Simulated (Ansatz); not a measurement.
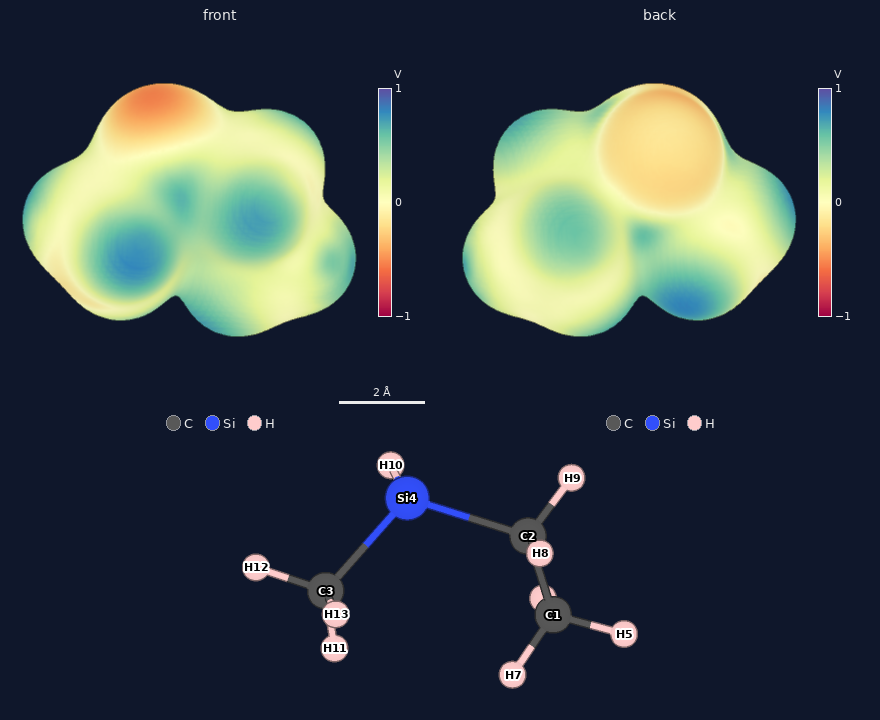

*C₃H₉Si (SMILES CC[SiH]C) (doublet). The molecular electrostatic potential painted on the density surface at 0.002 e/bohr³, seen from the front and from behind; red is negative and blue positive. The bare structure is drawn below in the same view.*

Geometry: PBE0-D3(BJ)/def2-SVP.

The calculation used isolated molecule in a Gaussian basis; Kohn-Sham density functional theory, functional PBE0 (Ansatz).

The calculation's input:

```
crystal:
  periodic: [false, false, false]
  atoms:
    - {symbol: C, position_ang: [-1.420530, -1.651413, 0.428902]}
    - {symbol: C, position_ang: [-0.676606, -0.909837, -0.682388]}
    - {symbol: C, position_ang: [-1.519824, 1.945460, 0.298401]}
    - {symbol: Si, position_ang: [-1.458512, 0.749070, -1.159670]}
    - {symbol: H, position_ang: [-0.939851, -2.615125, 0.664412]}
    - {symbol: H, position_ang: [-2.463301, -1.865386, 0.145289]}
    - {symbol: H, position_ang: [-1.449314, -1.066122, 1.361637]}
    - {symbol: H, position_ang: [0.370257, -0.721802, -0.386699]}
    - {symbol: H, position_ang: [-0.623665, -1.532399, -1.591822]}
    - {symbol: H, position_ang: [-2.844354, 0.525035, -1.698438]}
    - {symbol: H, position_ang: [-2.127788, 1.530745, 1.120547]}
    - {symbol: H, position_ang: [-1.965017, 2.907348, 0.002525]}
    - {symbol: H, position_ang: [-0.509330, 2.142924, 0.688467]}
basis:
  gaussian:
    orbitals: def2-TZVPD
magnetization:
  spin_polarized: true
  initial_magnetization: 1
hamiltonian:
  xc: pbe0
output:
  forces: true
  orbitals: {seedname: orbitals}
```

Run with:

```sh
ansatz run input.yaml --threads 2 --pin off --max-ram 4350MiB --events-out events.jsonl --progress --plain --runs-dir runs
```

Q: Which sites attract a positive test charge, and which a negative one?

A: A positive charge is drawn to the negative regions and a negative charge to the positive ones. The most negative region (about −0.5 V) lies over H10, the most positive (about +0.8 V) over H11, H12 and H13.

Q: How polar is the molecule by this calculation?

A: Its dipole moment is 0.94 D.
